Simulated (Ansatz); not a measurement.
**TiHClOF2: molecular dynamics (part 1 of 2)**

System: TiHClOF2.
Method: RKS PBE-D4/def2-SVP (Ansatz 0.2.0).

It belongs to a series of runs on one base structure; here: dynamics from the start. Figures and captions count atoms from 1; the log counts them from 0 in places.

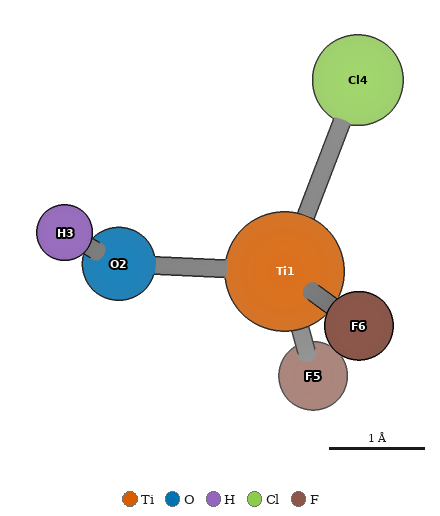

**Figure 1.** The input geometry (ball-and-stick view, seen at a tilt; atoms are numbered from 1 in the order of the input). Sticks mark near contacts.

Input:
```yaml
crystal:
  periodic: [false, false, false]
  atoms:
    - { symbol: Ti, position_ang: [-0.101225, 0.051406, -0.048198] }
    - { symbol: O, position_ang: [-0.380019, 0.146439, 1.695081] }
    - { symbol: H, position_ang: [-0.329681, -0.481886, 2.437556] }
    - { symbol: Cl, position_ang: [2.063962, -0.075195, -0.447013] }
    - { symbol: F, position_ang: [-0.789786, 1.472041, -0.797664] }
    - { symbol: F, position_ang: [-0.861651, -1.394204, -0.670663] }
basis:
  gaussian: { orbitals: def2-SVP }
hamiltonian:
  xc: pbe
  dispersion: d4
md:
  timestep: 0.25
  n_steps: 100
  ensemble: nvt_langevin
  temperature: 500.0
  initial_velocities: maxwell_boltzmann
  seed: 709594
  friction: 0.001
```

Run on 2 threads of AMD EPYC (Zen 5), 32 GiB of memory available, shared host.

Launch command:
```bash
ansatz run input.yaml --threads 2 --pin off --max-ram 3072MiB --backend cpu --events-out ev --progress --plain --runs-dir out
```

The program's output:
```
Engine: ansatz 0.2.0, x86_64-unknown-linux-gnu
Functional definition: PBE
  parameter kappa = 0.804
  parameter beta = 0.06672455060314922
  exchange = pbe_x(kappa = kappa, mu = beta*pi^2/3)
  correlation = pbe_c(beta = beta)
1072 factors; their error is unknown
mean field evaluation 1: about -43102.2511 eV, gradient 7.5e1 eV
mean field evaluation 2: about -42769.3500 eV, gradient 4.1e2 eV
mean field evaluation 4: about -43104.8898 eV, gradient 5.7e1 eV
mean field evaluation 8: about -43111.8119 eV, gradient 6.1e-1 eV
mean field evaluation 16: about -43111.7714 eV, gradient 7.4e-4 eV
mean field -43111.77141857 eV, -1584.3283774243 hartree, gradient 2.7e-5 eV, S^2 0.000000; 0 other end points of the search recorded, 0 dependent functions left out
the calculation of the forces begins
reference -43111.77152187 eV, -1584.3283812205 hartree; 33, 33 occupied and 63, 63 virtual orbitals, 1072 factors
md step     0: t =     0.00 fs  T =   416.7 K  F+E_penalty+E_count = -43111.90793078 eV  E_kin = 0.323150 eV  (29 SCF iters)
these checks for a lower state are left out or cut short: starts, cluster_reference, orbital_swaps, neighbouring_geometries, increment
1072 factors; their error is unknown
mean field -43111.77129720 eV, -1584.3283729638 hartree, gradient 1.1e-5 eV, S^2 0.000000; 0 other end points of the search recorded, 0 dependent functions left out
the calculation of the forces begins
reference -43111.77140047 eV, -1584.3283767591 hartree; 33, 33 occupied and 63, 63 virtual orbitals, 1072 factors
md step     1: t =     0.25 fs  T =   416.3 K  F+E_penalty+E_count = -43111.90777902 eV  E_kin = 0.322856 eV  (27 SCF iters)
[... from here on the SCF iterations and repeated set-up lines of each step are left out, up to the last step ...]
md step     2: t =     0.50 fs  T =   423.4 K  F+E_penalty+E_count = -43111.90735474 eV  E_kin = 0.328373 eV  (27 SCF iters)
md step     3: t =     0.75 fs  T =   424.3 K  F+E_penalty+E_count = -43111.90665349 eV  E_kin = 0.329048 eV  (27 SCF iters)
md step     4: t =     1.00 fs  T =   425.6 K  F+E_penalty+E_count = -43111.90568592 eV  E_kin = 0.330078 eV  (27 SCF iters)
md step     5: t =     1.25 fs  T =   421.0 K  F+E_penalty+E_count = -43111.90447271 eV  E_kin = 0.326476 eV  (27 SCF iters)
md step     6: t =     1.50 fs  T =   413.5 K  F+E_penalty+E_count = -43111.90303658 eV  E_kin = 0.320718 eV  (27 SCF iters)
md step     7: t =     1.75 fs  T =   413.9 K  F+E_penalty+E_count = -43111.90137464 eV  E_kin = 0.320999 eV  (27 SCF iters)
md step     8: t =     2.00 fs  T =   415.5 K  F+E_penalty+E_count = -43111.89947835 eV  E_kin = 0.322283 eV  (27 SCF iters)
md step     9: t =     2.25 fs  T =   403.8 K  F+E_penalty+E_count = -43111.89737581 eV  E_kin = 0.313203 eV  (27 SCF iters)
md step    10: t =     2.50 fs  T =   398.9 K  F+E_penalty+E_count = -43111.89511422 eV  E_kin = 0.309374 eV  (26 SCF iters)
md step    11: t =     2.75 fs  T =   397.8 K  F+E_penalty+E_count = -43111.89267538 eV  E_kin = 0.308548 eV  (26 SCF iters)
md step    12: t =     3.00 fs  T =   392.2 K  F+E_penalty+E_count = -43111.89008250 eV  E_kin = 0.304200 eV  (26 SCF iters)
md step    13: t =     3.25 fs  T =   385.9 K  F+E_penalty+E_count = -43111.88739705 eV  E_kin = 0.299311 eV  (26 SCF iters)
md step    14: t =     3.50 fs  T =   384.5 K  F+E_penalty+E_count = -43111.88462334 eV  E_kin = 0.298185 eV  (26 SCF iters)
md step    15: t =     3.75 fs  T =   382.7 K  F+E_penalty+E_count = -43111.88174344 eV  E_kin = 0.296778 eV  (26 SCF iters)
md step    16: t =     4.00 fs  T =   378.4 K  F+E_penalty+E_count = -43111.87878093 eV  E_kin = 0.293482 eV  (26 SCF iters)
md step    17: t =     4.25 fs  T =   377.9 K  F+E_penalty+E_count = -43111.87571518 eV  E_kin = 0.293072 eV  (26 SCF iters)
md step    18: t =     4.50 fs  T =   381.5 K  F+E_penalty+E_count = -43111.87251044 eV  E_kin = 0.295864 eV  (26 SCF iters)
md step    19: t =     4.75 fs  T =   374.8 K  F+E_penalty+E_count = -43111.86923020 eV  E_kin = 0.290706 eV  (26 SCF iters)
md step    20: t =     5.00 fs  T =   364.8 K  F+E_penalty+E_count = -43111.86591948 eV  E_kin = 0.282886 eV  (26 SCF iters)
md step    21: t =     5.25 fs  T =   355.0 K  F+E_penalty+E_count = -43111.86259606 eV  E_kin = 0.275353 eV  (30 SCF iters)
md step    22: t =     5.50 fs  T =   352.6 K  F+E_penalty+E_count = -43111.85925519 eV  E_kin = 0.273425 eV  (26 SCF iters)
md step    23: t =     5.75 fs  T =   347.8 K  F+E_penalty+E_count = -43111.85588339 eV  E_kin = 0.269701 eV  (26 SCF iters)
md step    24: t =     6.00 fs  T =   339.3 K  F+E_penalty+E_count = -43111.85249265 eV  E_kin = 0.263173 eV  (26 SCF iters)
md step    25: t =     6.25 fs  T =   334.6 K  F+E_penalty+E_count = -43111.84907502 eV  E_kin = 0.259505 eV  (26 SCF iters)
md step    26: t =     6.50 fs  T =   328.5 K  F+E_penalty+E_count = -43111.84562684 eV  E_kin = 0.254779 eV  (26 SCF iters)
md step    27: t =     6.75 fs  T =   323.4 K  F+E_penalty+E_count = -43111.84219905 eV  E_kin = 0.250793 eV  (26 SCF iters)
md step    28: t =     7.00 fs  T =   323.1 K  F+E_penalty+E_count = -43111.83879186 eV  E_kin = 0.250561 eV  (26 SCF iters)
md step    29: t =     7.25 fs  T =   321.9 K  F+E_penalty+E_count = -43111.83536376 eV  E_kin = 0.249620 eV  (26 SCF iters)
md step    30: t =     7.50 fs  T =   312.0 K  F+E_penalty+E_count = -43111.83197569 eV  E_kin = 0.241993 eV  (26 SCF iters)
md step    31: t =     7.75 fs  T =   306.9 K  F+E_penalty+E_count = -43111.82867629 eV  E_kin = 0.238049 eV  (26 SCF iters)
md step    32: t =     8.00 fs  T =   310.6 K  F+E_penalty+E_count = -43111.82542500 eV  E_kin = 0.240913 eV  (26 SCF iters)
md step    33: t =     8.25 fs  T =   306.9 K  F+E_penalty+E_count = -43111.82226912 eV  E_kin = 0.238047 eV  (26 SCF iters)
md step    34: t =     8.50 fs  T =   302.0 K  F+E_penalty+E_count = -43111.81921227 eV  E_kin = 0.234241 eV  (26 SCF iters)
md step    35: t =     8.75 fs  T =   304.2 K  F+E_penalty+E_count = -43111.81618205 eV  E_kin = 0.235895 eV  (26 SCF iters)
md step    36: t =     9.00 fs  T =   295.1 K  F+E_penalty+E_count = -43111.81326260 eV  E_kin = 0.228888 eV  (26 SCF iters)
md step    37: t =     9.25 fs  T =   286.9 K  F+E_penalty+E_count = -43111.81054958 eV  E_kin = 0.222521 eV  (26 SCF iters)
md step    38: t =     9.50 fs  T =   276.6 K  F+E_penalty+E_count = -43111.80803262 eV  E_kin = 0.214490 eV  (25 SCF iters)
md step    39: t =     9.75 fs  T =   271.6 K  F+E_penalty+E_count = -43111.80569735 eV  E_kin = 0.210625 eV  (25 SCF iters)
md step    40: t =    10.00 fs  T =   266.2 K  F+E_penalty+E_count = -43111.80352050 eV  E_kin = 0.206492 eV  (26 SCF iters)
md step    41: t =    10.25 fs  T =   256.8 K  F+E_penalty+E_count = -43111.80147656 eV  E_kin = 0.199139 eV  (26 SCF iters)
md step    42: t =    10.50 fs  T =   259.1 K  F+E_penalty+E_count = -43111.79960314 eV  E_kin = 0.200921 eV  (26 SCF iters)
md step    43: t =    10.75 fs  T =   255.6 K  F+E_penalty+E_count = -43111.79789522 eV  E_kin = 0.198226 eV  (26 SCF iters)
md step    44: t =    11.00 fs  T =   248.5 K  F+E_penalty+E_count = -43111.79634916 eV  E_kin = 0.192737 eV  (26 SCF iters)
md step    45: t =    11.25 fs  T =   239.9 K  F+E_penalty+E_count = -43111.79499830 eV  E_kin = 0.186079 eV  (30 SCF iters)
md step    46: t =    11.50 fs  T =   245.4 K  F+E_penalty+E_count = -43111.79383728 eV  E_kin = 0.190309 eV  (26 SCF iters)
md step    47: t =    11.75 fs  T =   242.0 K  F+E_penalty+E_count = -43111.79290477 eV  E_kin = 0.187702 eV  (25 SCF iters)
md step    48: t =    12.00 fs  T =   238.0 K  F+E_penalty+E_count = -43111.79213621 eV  E_kin = 0.184564 eV  (25 SCF iters)
md step    49: t =    12.25 fs  T =   239.8 K  F+E_penalty+E_count = -43111.79143834 eV  E_kin = 0.186010 eV  (25 SCF iters)
md step    50: t =    12.50 fs  T =   244.5 K  F+E_penalty+E_count = -43111.79087791 eV  E_kin = 0.189626 eV  (25 SCF iters)
md step    51: t =    12.75 fs  T =   242.3 K  F+E_penalty+E_count = -43111.79050405 eV  E_kin = 0.187925 eV  (26 SCF iters)
md step    52: t =    13.00 fs  T =   240.9 K  F+E_penalty+E_count = -43111.79028038 eV  E_kin = 0.186860 eV  (26 SCF iters)
md step    53: t =    13.25 fs  T =   242.2 K  F+E_penalty+E_count = -43111.79022084 eV  E_kin = 0.187873 eV  (26 SCF iters)
md step    54: t =    13.50 fs  T =   236.1 K  F+E_penalty+E_count = -43111.79030063 eV  E_kin = 0.183071 eV  (26 SCF iters)
md step    55: t =    13.75 fs  T =   233.9 K  F+E_penalty+E_count = -43111.79045511 eV  E_kin = 0.181439 eV  (26 SCF iters)
md step    56: t =    14.00 fs  T =   232.0 K  F+E_penalty+E_count = -43111.79069409 eV  E_kin = 0.179922 eV  (26 SCF iters)
md step    57: t =    14.25 fs  T =   236.7 K  F+E_penalty+E_count = -43111.79100041 eV  E_kin = 0.183577 eV  (26 SCF iters)
md step    58: t =    14.50 fs  T =   236.9 K  F+E_penalty+E_count = -43111.79132782 eV  E_kin = 0.183718 eV  (26 SCF iters)
md step    59: t =    14.75 fs  T =   240.1 K  F+E_penalty+E_count = -43111.79175876 eV  E_kin = 0.186208 eV  (26 SCF iters)
md step    60: t =    15.00 fs  T =   241.3 K  F+E_penalty+E_count = -43111.79236268 eV  E_kin = 0.187138 eV  (25 SCF iters)
md step    61: t =    15.25 fs  T =   239.7 K  F+E_penalty+E_count = -43111.79311275 eV  E_kin = 0.185912 eV  (25 SCF iters)
md step    62: t =    15.50 fs  T =   237.0 K  F+E_penalty+E_count = -43111.79399117 eV  E_kin = 0.183809 eV  (26 SCF iters)
md step    63: t =    15.75 fs  T =   236.8 K  F+E_penalty+E_count = -43111.79496026 eV  E_kin = 0.183623 eV  (26 SCF iters)
md step    64: t =    16.00 fs  T =   242.6 K  F+E_penalty+E_count = -43111.79598080 eV  E_kin = 0.188155 eV  (26 SCF iters)
md step    65: t =    16.25 fs  T =   240.0 K  F+E_penalty+E_count = -43111.79705821 eV  E_kin = 0.186106 eV  (26 SCF iters)
md step    66: t =    16.50 fs  T =   237.6 K  F+E_penalty+E_count = -43111.79818292 eV  E_kin = 0.184296 eV  (26 SCF iters)
md step    67: t =    16.75 fs  T =   236.3 K  F+E_penalty+E_count = -43111.79934222 eV  E_kin = 0.183232 eV  (26 SCF iters)
md step    68: t =    17.00 fs  T =   243.7 K  F+E_penalty+E_count = -43111.80054228 eV  E_kin = 0.188991 eV  (26 SCF iters)
md step    69: t =    17.25 fs  T =   243.8 K  F+E_penalty+E_count = -43111.80175708 eV  E_kin = 0.189078 eV  (30 SCF iters)
md step    70: t =    17.50 fs  T =   249.7 K  F+E_penalty+E_count = -43111.80300933 eV  E_kin = 0.193619 eV  (25 SCF iters)
md step    71: t =    17.75 fs  T =   244.1 K  F+E_penalty+E_count = -43111.80432305 eV  E_kin = 0.189327 eV  (25 SCF iters)
md step    72: t =    18.00 fs  T =   248.4 K  F+E_penalty+E_count = -43111.80570081 eV  E_kin = 0.192657 eV  (25 SCF iters)
md step    73: t =    18.25 fs  T =   248.0 K  F+E_penalty+E_count = -43111.80708532 eV  E_kin = 0.192349 eV  (25 SCF iters)
md step    74: t =    18.50 fs  T =   254.2 K  F+E_penalty+E_count = -43111.80845112 eV  E_kin = 0.197180 eV  (25 SCF iters)
md step    75: t =    18.75 fs  T =   260.0 K  F+E_penalty+E_count = -43111.80984883 eV  E_kin = 0.201663 eV  (25 SCF iters)
md step    76: t =    19.00 fs  T =   260.5 K  F+E_penalty+E_count = -43111.81121399 eV  E_kin = 0.202005 eV  (25 SCF iters)
md step    77: t =    19.25 fs  T =   262.0 K  F+E_penalty+E_count = -43111.81247773 eV  E_kin = 0.203207 eV  (25 SCF iters)
md step    78: t =    19.50 fs  T =   260.1 K  F+E_penalty+E_count = -43111.81361456 eV  E_kin = 0.201721 eV  (25 SCF iters)
md step    79: t =    19.75 fs  T =   257.6 K  F+E_penalty+E_count = -43111.81461826 eV  E_kin = 0.199749 eV  (25 SCF iters)
md step    80: t =    20.00 fs  T =   253.0 K  F+E_penalty+E_count = -43111.81551349 eV  E_kin = 0.196226 eV  (26 SCF iters)
md step    81: t =    20.25 fs  T =   251.8 K  F+E_penalty+E_count = -43111.81629914 eV  E_kin = 0.195307 eV  (26 SCF iters)
md step    82: t =    20.50 fs  T =   255.6 K  F+E_penalty+E_count = -43111.81695980 eV  E_kin = 0.198216 eV  (26 SCF iters)
md step    83: t =    20.75 fs  T =   250.5 K  F+E_penalty+E_count = -43111.81748562 eV  E_kin = 0.194308 eV  (26 SCF iters)
md step    84: t =    21.00 fs  T =   248.7 K  F+E_penalty+E_count = -43111.81788357 eV  E_kin = 0.192844 eV  (26 SCF iters)
md step    85: t =    21.25 fs  T =   249.0 K  F+E_penalty+E_count = -43111.81814514 eV  E_kin = 0.193089 eV  (26 SCF iters)
md step    86: t =    21.50 fs  T =   251.9 K  F+E_penalty+E_count = -43111.81824396 eV  E_kin = 0.195335 eV  (26 SCF iters)
md step    87: t =    21.75 fs  T =   255.0 K  F+E_penalty+E_count = -43111.81817120 eV  E_kin = 0.197763 eV  (26 SCF iters)
md step    88: t =    22.00 fs  T =   251.5 K  F+E_penalty+E_count = -43111.81791484 eV  E_kin = 0.195070 eV  (26 SCF iters)
md step    89: t =    22.25 fs  T =   248.1 K  F+E_penalty+E_count = -43111.81747557 eV  E_kin = 0.192395 eV  (26 SCF iters)
md step    90: t =    22.50 fs  T =   240.8 K  F+E_penalty+E_count = -43111.81685036 eV  E_kin = 0.186756 eV  (26 SCF iters)
md step    91: t =    22.75 fs  T =   243.1 K  F+E_penalty+E_count = -43111.81601650 eV  E_kin = 0.188551 eV  (26 SCF iters)
md step    92: t =    23.00 fs  T =   243.3 K  F+E_penalty+E_count = -43111.81497225 eV  E_kin = 0.188728 eV  (26 SCF iters)
md step    93: t =    23.25 fs  T =   235.9 K  F+E_penalty+E_count = -43111.81374398 eV  E_kin = 0.182983 eV  (30 SCF iters)
md step    94: t =    23.50 fs  T =   234.9 K  F+E_penalty+E_count = -43111.81233845 eV  E_kin = 0.182205 eV  (26 SCF iters)
md step    95: t =    23.75 fs  T =   237.0 K  F+E_penalty+E_count = -43111.81071389 eV  E_kin = 0.183831 eV  (26 SCF iters)
md step    96: t =    24.00 fs  T =   236.2 K  F+E_penalty+E_count = -43111.80884886 eV  E_kin = 0.183181 eV  (26 SCF iters)
md step    97: t =    24.25 fs  T =   235.4 K  F+E_penalty+E_count = -43111.80677557 eV  E_kin = 0.182535 eV  (26 SCF iters)
md step    98: t =    24.50 fs  T =   230.0 K  F+E_penalty+E_count = -43111.80452057 eV  E_kin = 0.178343 eV  (26 SCF iters)
```
